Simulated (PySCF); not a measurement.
**One shape, several levels: OH− (hydroxide)**

Aim: a comparison of 6 runs (B3LYP/6-31G*, PBE0/6-31G*, r2SCAN/6-31G*, wB97X-V/6-31G*, CCSDTQ/6-31G*, UCCSD(T)/6-31G*) of OH− (hydroxide). The job is set up through a Python script.

The calculation is run with PySCF 2.14.0.

2 further runs of the same task are left out: 2 set aside as unsound or not needed.

## (1) The molecule

OH− has 2 atoms, charge -1, and is taken as a singlet. SMILES: `[OH-]`. The O1–H2 distance was set to 1.445 Å, away from the relaxed value.

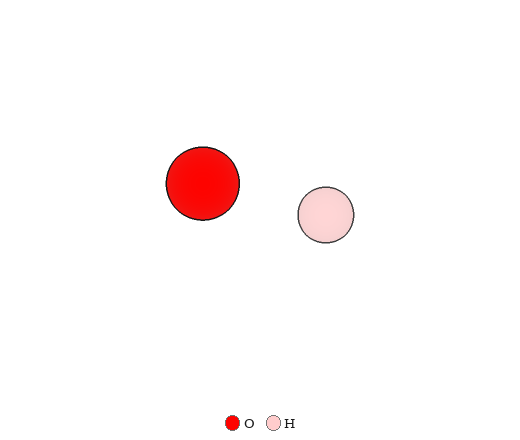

Viewed from a chosen angle; oxygen red, hydrogen pink.

## (2) The energy at B3LYP/6-31G(d) (spherical functions) (run 1)

input.py reads:

```python
from pyscf import gto, dft

molecule = gto.M(
    atom='O 0.823580 -0.263594 0.424990; H -0.411800 0.131800 -0.212500',
    charge=-1,
    max_memory=1860,
    basis='6-31g*',
    spin=0,
    verbose=3,
)

calc0 = dft.RKS(molecule)
calc0.xc = 'b3lyp'
calc0.conv_tol = 1e-10
calc0.grids.level = 5
calc0.kernel()
if not calc0.converged:
    calc0 = calc0.newton().run(calc0.mo_coeff, calc0.mo_occ)

e_final = calc0.e_tot
print('E = %.10f Eh' % e_final)
```

On the command line:

```
$ OMP_NUM_THREADS=1 python input.py
```

The log of the run:

```text
converged SCF energy = -75.6585033238981
E = -75.6585033239 Eh
```

Wall time 1.3 s (1 thread of Arm Neoverse V1, shared host); peak memory 0.16 GiB.

## (3) A single-point energy at PBE0/6-31G(d) (spherical functions) (run 2)

calc.py reads:

```python
from pyscf import gto, dft

system = gto.M(
    atom=[
    ('O', (0.823580, -0.263594, 0.424990)),
    ('H', (-0.411800, 0.131800, -0.212500)),
],
    verbose=3,
    charge=-1,
    max_memory=1860,
    basis='6-31g*',
)

mf = dft.RKS(system)
mf.xc = 'pbe0'
mf.conv_tol = 1e-10
mf.grids.level = 5
mf.kernel()
if not mf.converged:
    mf = mf.newton().run(mf.mo_coeff, mf.mo_occ)

energy = mf.e_tot
print(f'total energy: {energy:.8f} hartree')
```

On the command line:

```
$ OMP_NUM_THREADS=1 python calc.py
```

The log of the run:

```text
converged SCF energy = -75.5703146561397
total energy: -75.57031466 hartree
```

Wall time 1.2 s (1 thread of Arm Neoverse V1, shared host); peak memory 0.15 GiB.

## (4) The energy at r2SCAN/6-31G(d) (spherical functions) (run 3)

geometry.xyz reads:

```xyz
2

O      0.823580    -0.263594     0.424990
H     -0.411800     0.131800    -0.212500
```

run.py reads:

```python
from pyscf import gto, dft

mol = gto.M(
    atom='geometry.xyz',
    verbose=3,
    charge=-1,
    basis='6-31g*',
    max_memory=1860,
)

mf = dft.RKS(mol)
mf.xc = 'r2scan'
mf.grids.level = 5
mf.conv_tol = 1e-10
mf.kernel()
if not mf.converged:
    mf = mf.newton().run(mf.mo_coeff, mf.mo_occ)

e_tot = mf.e_tot
print('E(%s) = %.9f' % ('R2SCAN', e_tot))
```

On the command line:

```
$ OMP_NUM_THREADS=1 python run.py
```

The log of the run:

```text
converged SCF energy = -75.6150865099075
E(R2SCAN) = -75.615086510
```

It took 1.6 s on 1 thread of Arm Neoverse V1, shared host; peak memory 0.17 GiB.

Runs 4 to 5 aren't shown in full; the table further down has their settings and results.

## (5) The energy at UCCSD(T)/6-31G(d) (spherical functions) (run 6)

job.py reads:

```python
from pyscf import gto, cc

mol = gto.Mole()
mol.atom = '''
O        0.823580      -0.263594       0.424990
H       -0.411800       0.131800      -0.212500
'''
mol.verbose = 4
mol.max_memory = 1860
mol.basis = '6-31g*'
mol.charge = -1
mol.build()

mf = mol.UHF()
mf.conv_tol = 1e-10
mf.kernel()
if not mf.converged:
    mf = mf.newton().run(mf.mo_coeff, mf.mo_occ)
for _ in range(3):
    mo, _, stable, _ = mf.stability(return_status=True)
    if stable:
        break
    mf.kernel(mf.make_rdm1(mo, mf.mo_occ))

mycc = cc.CCSD(mf, frozen=1)
mycc.kernel()
e_t = mycc.ccsd_t()
etot = mycc.e_tot + e_t
print('E(%s) = %.9f' % ('CCSD(T)', etot))
```

On the command line:

```
$ OMP_NUM_THREADS=1 python job.py
```

The log of the run:

```text
PySCF version 2.14.0

[INPUT] num. atoms = 2
[INPUT] num. electrons = 10
[INPUT] charge = -1
[INPUT] spin (= nelec alpha-beta = 2S) = 0
[INPUT] symmetry False subgroup None
[INPUT] Mole.unit = angstrom
[INPUT] Symbol           X                Y                Z      unit          X                Y                Z       unit  Magmom
[INPUT]  1 O      0.823580000000  -0.263594000000   0.424990000000 AA    1.556340641669  -0.498120468079   0.803114705679 Bohr   0.0
[INPUT]  2 H     -0.411800000000   0.131800000000  -0.212500000000 AA   -0.778189218096   0.249065903218  -0.401566801470 Bohr   0.0

nuclear repulsion = 2.92909160501037
number of shells = 8
number of NR pGTOs = 31
number of NR cGTOs = 16
basis = 6-31g*
ecp = {}

[... 69 lines left out ...]
converged SCF energy = -75.251839412964  <S^2> = 2.3847591e-12  2S+1 = 1
[... 68 lines left out ...]
converged SCF energy = -75.2583187758318  <S^2> = 0.36998161  2S+1 = 1.5747782
[... 14 lines left out ...]
Init t2, MP2 energy = -0.165377744873438
[... 14 lines left out ...]
UCCSD converged
[... 2 lines left out ...]
E(CCSD(T)) = -75.461778207
```

Run time: 1.1 s. Hardware: 1 thread of Arm Neoverse V1, shared host; peak memory 0.12 GiB.

## (6) All runs side by side

```tsv
run	level	nlc grid	integration grid	energy (Eh)	HOMO energy (eV)	LUMO energy (eV)	HOMO–LUMO gap (eV)	wall time
1	B3LYP/6-31G* (spherical functions)	–	5	-75.658503	3.43	8.21	4.78	1.3 s
2	PBE0/6-31G* (spherical functions)	–	5	-75.570315	3.05	8.46	5.41	1.2 s
3	r2SCAN/6-31G* (spherical functions)	–	5	-75.615087	4.62	7.43	2.81	1.6 s
4	wB97X-V/6-31G* (spherical functions)	1	5	-75.623895	0.38	10.89	10.51	3.6 s
5	CCSDTQ/6-31G* (spherical functions)	–	–	-75.463871	-2.73	12.84	15.57	75 s
6	UCCSD(T)/6-31G* (spherical functions)	–	–	-75.461778	-1.95	12.48	14.43	1.1 s
```

## (7) Results

```
                                                    quantity         value
                                         run 6: total energy  -75.46178 Eh
                  run 6: HOMO energy (Hartree–Fock orbitals)      -1.95 eV
                  run 6: LUMO energy (Hartree–Fock orbitals)      12.48 eV
run 6: HOMO–LUMO gap (to an unbound level, set by the basis)      14.43 eV
           run 6: correlation energy (1 core orbital frozen)    -203.5 mEh
                                       run 6: (T) correction     -4.17 mEh
                    run 6: ⟨S²⟩ of the reference determinant         0.370
                                        run 6: T1 diagnostic         0.084
```

**Reading.** Over runs 1, 2, 3, 4 the HOMO–LUMO gap runs from 2.81 eV (r2SCAN/6-31G*) to 10.51 eV (wB97X-V/6-31G*). The empty levels of an anion lie above zero and hang on the basis. Totals of different functionals can't be ranked against each other. In runs 1, 2, 3, 4 the HOMO lies above zero, so the outermost electron may be held by the basis alone. Spin contamination of the reference: run 6 ⟨S²⟩ = 0.37. All runs together took 84 s, the longest 75 s.
